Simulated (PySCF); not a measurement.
SMILES B[SiH2]N (H6BNSi) at its B3LYP/def2-SVP optimised geometry (Å):

```
9

B      1.5016    -0.6667     0.0000
Si    -0.5109    -0.6667     0.0000
N     -1.1437     0.9580     0.0000
H      2.1199    -1.6396    -0.3599
H      2.1451     0.2661     0.4196
H     -0.8785    -1.5232     1.1930
H     -1.0986    -1.3700    -1.1817
H     -2.1451     1.1096    -0.0851
H     -0.7395     1.6396     0.6362
```

Computed with B3LYP/def2-TZVP (PySCF). Cells within 0.4 Å of a nucleus heavier than hydrogen are left out (blank, or x).

Map of the HOMO−1 amplitude (bohr^(-3/2)) on the plane z = 0.0 Å; orbital energy -8.13 eV, overall sign arbitrary:

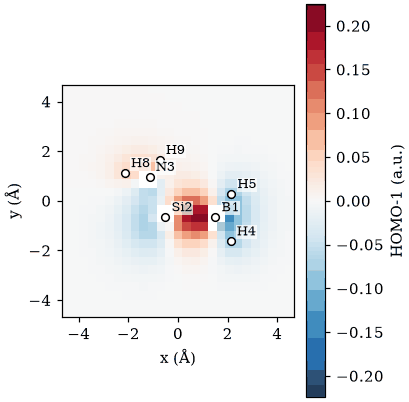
Figure: HOMO−1 amplitude (bohr^(-3/2)) on the plane z = 0.0 Å.
